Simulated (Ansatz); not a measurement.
**UBCCD(T)/def2-TZVPPD run of HO2 (hydroperoxy)**

Aim: the electronic atomisation energy of HO2 (hydroperoxy) at UBCCD(T)/def2-TZVPPD, from 3 runs. 

The results are computed with Ansatz 0.2.0.

33 further runs of the same task are left out: 33 set aside as unsound or not needed.

### Step 1. Starting point

The species is HO2 (3 atoms), meant as a doublet with charge 0. SMILES: `[O]O`. The shape is that of a PBE0-D4/def2-TZVP optimisation.

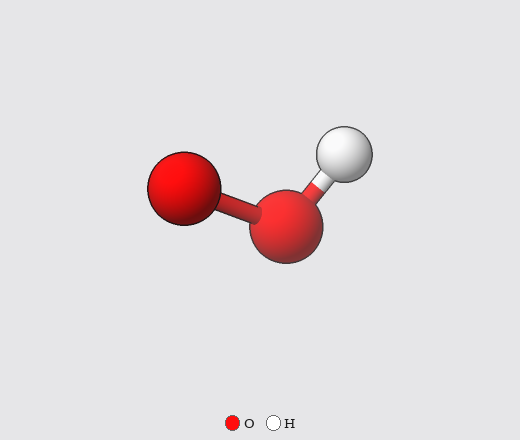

Viewed from a chosen angle; oxygen red, hydrogen white.

### Step 2. A single-point energy at UBCCD(T)/def2-TZVPPD

The input, job.yaml:

```yaml
crystal:
  periodic: [false, false, false]
  atoms:
    - symbol: O
      position_ang: [-0.355150, 0.941950, -0.088650]
    - symbol: O
      position_ang: [-0.244540, -0.359400, -0.172440]
    - symbol: H
      position_ang: [0.599690, -0.582550, 0.261090]
basis:
  gaussian:
    orbitals: def2-TZVPPD.json
magnetization:
  spin_polarized: true
  initial_magnetization: 1
correlation:
  method: bccd_t
  frozen_orbitals: {H: 0, O: 1}
accuracy: high
scf:
  omitted_lower_state_checks: [cluster_reference, increment]
```

The basis set def2-TZVPPD is read from a file made from the Basis Set Exchange's data (not shown).

On the command line:

```
ansatz run job.yaml --threads 1 --pin off --max-ram 3480MiB --events-out events.jsonl --progress --plain --runs-dir runs
```

What it wrote:

```text
Warning: RAYON_NUM_THREADS=1 ignored (pool sized by the plan → 1); use --threads N
Functional definition: HF
  name "HF"
  exchange = exact_x
  correlation = 0
these checks for a lower state are left out or cut short: cluster_reference, increment
1482 factors; integrals over basis functions are off by at most 3.7e-9 eV
mean field evaluation 1: about -4086.9968 eV, gradient 1.6e1 eV
mean field evaluation 2: about -4086.9987 eV, gradient 1.6e1 eV
mean field evaluation 4: about -4088.1790 eV, gradient 3.3e0 eV
mean field evaluation 8: about -4088.4005 eV, gradient 2.7e-1 eV
mean field evaluation 16: about -4087.8852 eV, gradient 7.3e0 eV
mean field evaluation 32: about -4088.3232 eV, gradient 3.3e0 eV
mean field -4088.40244538 eV, -150.2460186491 hartree, gradient 2.1e-8 eV, S^2 0.763097; 4 other end points of the search recorded, 0 dependent functions left out
2 core orbitals not correlated: weight in the atoms' cores, before any rotation towards them, 1.000 or more for the frozen orbitals, at most 0.000 for the correlated occupied ones
reference -4088.40244538 eV, -150.2460186491 hartree; 7, 6 occupied and 88, 89 virtual orbitals, 1482 factors
second order -12.05077477 eV of doubles, -0.00000000 eV of singles
cycle   1  -12.04817557 eV  change    2.6e-3 eV  update   8.8e-2
cycle   2  -12.39658451 eV  change   -3.5e-1 eV  update   3.0e-2
cycle   3  -12.48660526 eV  change   -9.0e-2 eV  update   2.7e-2
cycle   4  -12.48366057 eV  change    2.9e-3 eV  update   1.6e-2
cycle   5  -12.45452572 eV  change    2.9e-2 eV  update   9.3e-3
cycle   6  -12.45235982 eV  change    2.2e-3 eV  update   2.8e-3
cycle   7  -12.45068148 eV  change    1.7e-3 eV  update   9.0e-4
cycle   8  -12.45109929 eV  change   -4.2e-4 eV  update   2.9e-4
cycle   9  -12.45109193 eV  change    7.4e-6 eV  update   1.3e-4
cycle  10  -12.45094945 eV  change    1.4e-4 eV  update   4.7e-5
cycle  11  -12.45096872 eV  change   -1.9e-5 eV  update   2.1e-5
cycle  12  -12.45099176 eV  change   -2.3e-5 eV  update   8.6e-6
cycle  13  -12.45098063 eV  change    1.1e-5 eV  update   3.4e-6
cycle  14  -12.45098381 eV  change   -3.2e-6 eV  update   1.5e-6
cycle  15  -12.45098437 eV  change   -5.6e-7 eV  update   6.0e-7
cycle  16  -12.45098385 eV  change    5.2e-7 eV  update   2.5e-7
cycle  17  -12.45098374 eV  change    1.1e-7 eV  update   1.1e-7
cycle  18  -12.45098377 eV  change   -3.6e-8 eV  update   4.0e-8
cycle  19  -12.45098367 eV  change    9.9e-8 eV  update   7.8e-8
cycle  20  -12.45098367 eV  change    2.9e-9 eV  update   2.0e-8
cycle  21  -12.45098367 eV  change    2.4e-9 eV  update   8.5e-9
cycle  22  -12.45098367 eV  change   -4.8e-9 eV  update   3.5e-9
cycle  23  -12.45098367 eV  change   2.7e-10 eV  update   1.7e-9
cycle  24  -12.45098367 eV  change  -3.9e-10 eV  update  8.5e-10
perturbative correction -0.51887025 eV, -0.0190681299 hartree
Total energy: -4101.37229930 eV, -150.7226519894 hartree
Checks for a lower state left out: cluster_reference, increment
```

Run time: 31 s. Hardware: 1 thread of Arm Neoverse V1, shared host; peak memory 1.3 GiB.

### Step 3. The H atom: a single-point energy at UHF/def2-TZVPPD

The input, input.yaml:

```yaml
crystal:
  periodic: [false, false, false]
  atoms:
    - {symbol: H, position_ang: [0.000000, 0.000000, 0.000000]}
basis:
  gaussian: {orbitals: def2-TZVPPD.json}
magnetization: {spin_polarized: true, initial_magnetization: 1}
hamiltonian: {xc: hf}
accuracy: high
```

The basis set def2-TZVPPD is read from a file made from the Basis Set Exchange's data (not shown).

Run the same way, it converges to -0.49981 Eh (log not shown).

### Step 4. The O atom, same level

The input, molecule.yaml:

```yaml
crystal:
  periodic: [false, false, false]
  atoms:
    - {symbol: O, position_ang: [0.000000, 0.000000, 0.000000]}
basis:
  gaussian:
    orbitals: def2-TZVPPD.json
magnetization:
  spin_polarized: true
  initial_magnetization: 2
correlation:
  method: bccd_t
  frozen_orbitals: {O: 1}
scf:
  omitted_lower_state_checks: [cluster_reference, increment]
accuracy: high
```

The basis set def2-TZVPPD is read from a file made from the Basis Set Exchange's data (not shown).

Run the same way, it converges to -74.97828 Eh (log not shown).

### Step 5. Results

Level: UBCCD(T)/def2-TZVPPD, 2 core orbitals frozen.

```
                                             quantity          value
                               molecule: total energy  -150.72265 Eh
molecule: correlation energy (2 core orbitals frozen)     -476.6 mEh
                             molecule: (T) correction     -19.07 mEh
          molecule: ⟨S²⟩ of the reference determinant          0.763
                                 H atom: total energy    -0.49981 Eh
                                         H atom: ⟨S²⟩          0.750
                                 O atom: total energy   -74.97828 Eh
   O atom: correlation energy (1 core orbital frozen)     -162.3 mEh
                               O atom: (T) correction      -3.18 mEh
            O atom: ⟨S²⟩ of the reference determinant          2.009
                        electronic atomisation energy       7.246 eV
```

**Reading.** Taking the molecule apart into free atoms costs 7.25 eV (699 kJ/mol), before zero-point energy and without spin-orbit coupling. The triples (molecule) make up 4.0 % of the correlation energy. The triples (O atom) make up 2.0 % of the correlation energy.
